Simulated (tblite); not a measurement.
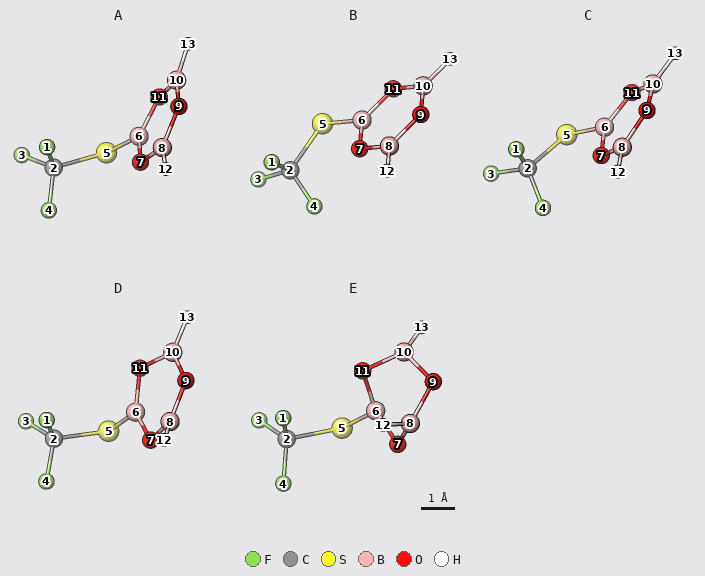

5 geometries from one relaxation of CH₂B₃F₃O₃S, in shuffled order. A ball-and-stick model, seen from a free direction.

Theory: tblite, GFN2-xTB geometry optimisation, gas phase. 

Put them in the order of the run, from the start to the converged end.

E, D, A, C, B. They are steps 0, 11, 37, 60, 109, at +386.9 kJ/mol, +63.4 kJ/mol, +21.4 kJ/mol, +7.23 kJ/mol relative to the last. The atom that moves furthest after the best rigid fit is O7 (1.37 Å). By element the largest moves are O 1.37 Å, S 1.13 Å, F 1.00 Å, H 0.99 Å, B 0.68 Å, C 0.21 Å. Some distances before and after: O9–B10 1.478 → 1.358 Å, B6–O11 1.472 → 1.353 Å, O7–B8 1.480 → 1.367 Å, B8–O9 1.463 → 1.356 Å. Among the angles between lasting bonds that change: B6–O11–B10 104.7° → 119.3°, B8–O9–B10 106.9° → 121.5°, B6–O7–B8 107.1° → 119.5°. Groups turn about C2–S5 by about 45°. Over 109 geometry steps the energy falls by 386.9 kJ/mol. Cost: 0.66 s on 1 thread of Arm Neoverse V2, with other jobs on the host.
